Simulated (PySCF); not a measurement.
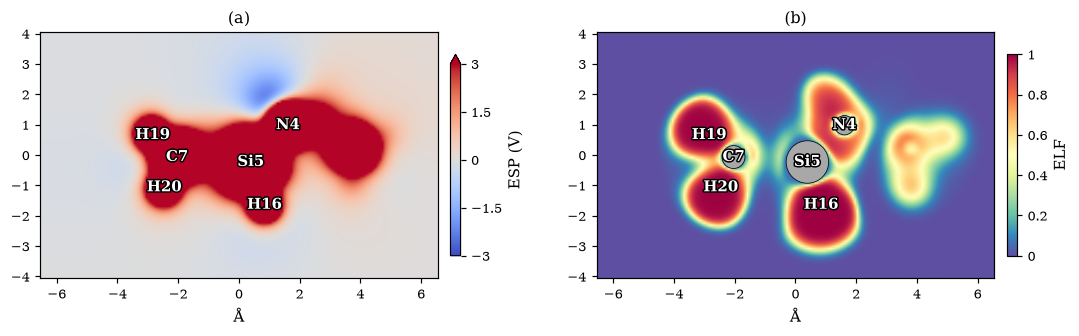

*C$_{7}$H$_{15}$NSi (SMILES C1CCN([SiH]2CCC2)C1). (a) molecular electrostatic potential; (b) ELF on the plane of atoms H19, C7 and H20. Grey discs cover the atomic cores in the ELF map.*

Geometry: GFN2-xTB.

These are results of PBE0/pcSseg-1, SCF density, gas phase, non-relativistic (PySCF 2.14.0), not measurements.

```yaml
atoms:
  - { symbol: C, position_ang: [-2.5444, -0.2780, -0.9098] }
  - { symbol: C, position_ang: [-2.6382, 0.5293, 0.3974] }
  - { symbol: C, position_ang: [-1.4562, 0.0144, 1.2357] }
  - { symbol: N, position_ang: [-0.5042, -0.5008, 0.2749] }
  - { symbol: Si, position_ang: [0.7657, 0.5175, -0.2778] }
  - { symbol: C, position_ang: [2.2571, 0.6837, 0.8909] }
  - { symbol: C, position_ang: [3.1868, 0.2342, -0.2497] }
  - { symbol: C, position_ang: [2.1558, -0.3817, -1.2106] }
  - { symbol: C, position_ang: [-1.3322, -1.1957, -0.6889] }
  - { symbol: H, position_ang: [-2.3605, 0.3825, -1.7561] }
  - { symbol: H, position_ang: [-3.4487, -0.8497, -1.1088] }
  - { symbol: H, position_ang: [-3.5866, 0.3776, 0.9095] }
  - { symbol: H, position_ang: [-2.5227, 1.5946, 0.2016] }
  - { symbol: H, position_ang: [-1.7847, -0.8118, 1.8771] }
  - { symbol: H, position_ang: [-1.0065, 0.7843, 1.8584] }
  - { symbol: H, position_ang: [0.3910, 1.8005, -0.9064] }
  - { symbol: H, position_ang: [2.5024, 1.6612, 1.2960] }
  - { symbol: H, position_ang: [2.2633, -0.0286, 1.7128] }
  - { symbol: H, position_ang: [3.9703, -0.4560, 0.0619] }
  - { symbol: H, position_ang: [3.6617, 1.0986, -0.7117] }
  - { symbol: H, position_ang: [2.1237, -1.4649, -1.1171] }
  - { symbol: H, position_ang: [2.3317, -0.1431, -2.2558] }
  - { symbol: H, position_ang: [-1.6569, -2.1451, -0.2468] }
  - { symbol: H, position_ang: [-0.7796, -1.4032, -1.6023] }
```

Question: Describe what can be read from this map.

Answer:
- The section cuts through N, Si, C and H sites.
- Si–N (1.72 Å): the ELF peaks at about 0.90 between the atoms: a shared but strongly polarised pair.
- C–H (1.09 Å): the ELF climbs to about 1 towards the hydrogen, as it does in any bond to H (a covalent bond by its length).
- Si–H (1.48 Å): the ELF climbs to about 1 towards the hydrogen.
- The ELF also peaks beside N4, away from the bonds: lone-pair regions.
- Outside the dense part of the molecule the potential is most negative (−2.2 V) near N4.
